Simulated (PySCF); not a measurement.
**C$_{4}$H$_{9}$OSi (SMILES C/[C]=C\CO[SiH3]) (doublet): density, localisation and related maps**

| atom | x (Å) | y (Å) | z (Å) |
| --- | --- | --- | --- |
| C | 2.9739 | 0.0452 | 0.2322 |
| C | 1.8877 | -0.6247 | 0.9295 |
| C | 0.6134 | -0.8431 | 0.9107 |
| C | -0.3814 | -0.3067 | -0.1163 |
| O | -1.4954 | 0.2071 | 0.5416 |
| Si | -2.9393 | 0.6522 | -0.0366 |
| H | 2.6019 | 0.6965 | -0.5690 |
| H | 3.6470 | -0.6904 | -0.2091 |
| H | 3.5456 | 0.6583 | 0.9299 |
| H | 0.1296 | -1.4441 | 1.6713 |
| H | 0.0921 | 0.4719 | -0.7260 |
| H | -0.6810 | -1.1310 | -0.7787 |
| H | -2.8256 | 1.7971 | -0.9465 |
| H | -3.5677 | -0.4445 | -0.7828 |
| H | -3.6053 | 0.9643 | 1.2156 |

Geometry: GFN2-xTB.

These are results of PySCF 2.14.0, density-fitted response routines, UKS B3LYP, pcH-1 on C H O Si, non-relativistic, mean-field spin-orbit, GIAO, not measurements.

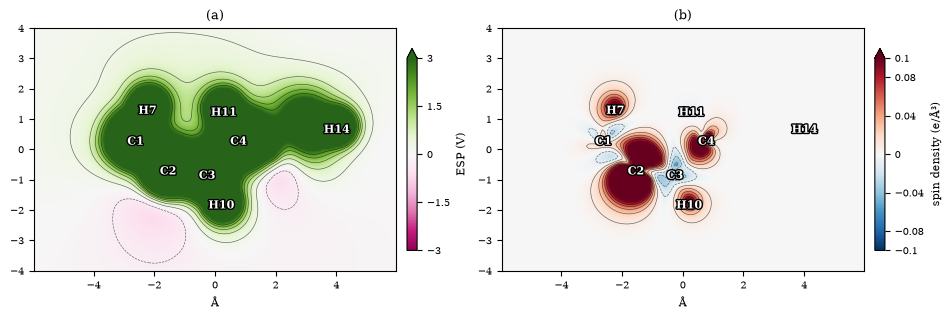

Figure 1. (a) molecular electrostatic potential; (b) spin density on the plane of atoms C2, C3 and H10.

Interpret the plot.

Atoms in the plane: C and H. The unpaired spin (1 electron) lies mostly on C2 (about 0.7), in electrons by Hirshfeld's partition. Outside the dense part of the molecule the potential is most negative (−0.6 V) near C2.

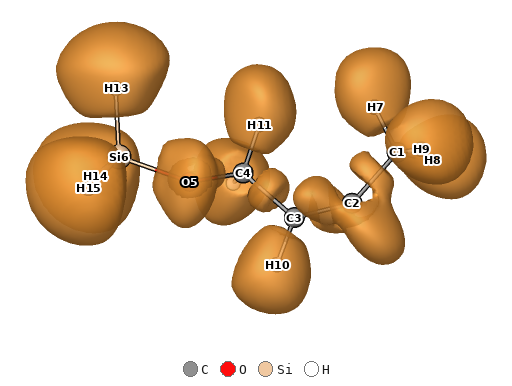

Figure 2. Isosurface of the ELF at 0.75 (orange), seen across its widest extent. Core shells and regions of very low density are left out.

Describe the localisation domains.

The ELF exceeds this value in one region between bonded C–C atoms (shared pairs), nine regions around hydrogen nuclei, one region on C in which the atom's valence shell and bonds are merged and one region on O in which the atom's valence shell and bonds are merged. Profiles from the grid: C–C (1.29 Å): the ELF peaks at about 0.90 between the atoms; a multiple bond. C–O (1.39 Å): the ELF peaks at about 0.85 between the atoms (a polar covalent bond).

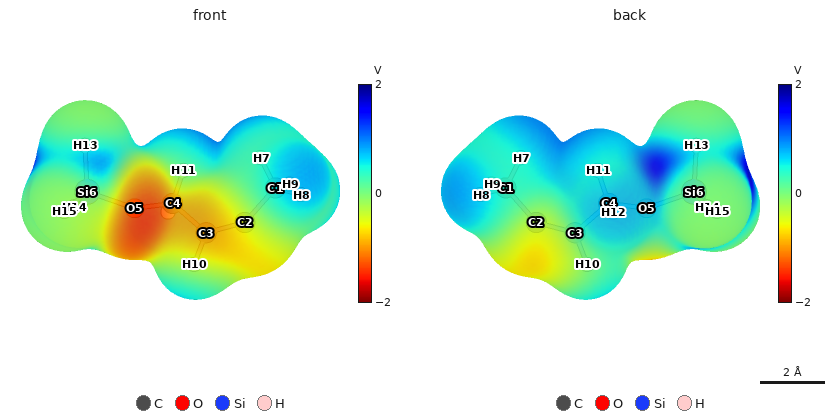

Figure 3. The molecular electrostatic potential painted on the density surface at 0.002 e/bohr³, seen from the front and from behind; red is negative and blue positive.

Which sites attract a positive test charge, and which a negative one?

A positive charge is drawn to the negative regions and a negative charge to the positive ones. The most negative region (about −1.4 V) lies over O5, the most positive (about +1.6 V) over Si6. O5 is the likeliest acceptor of a hydrogen bond.
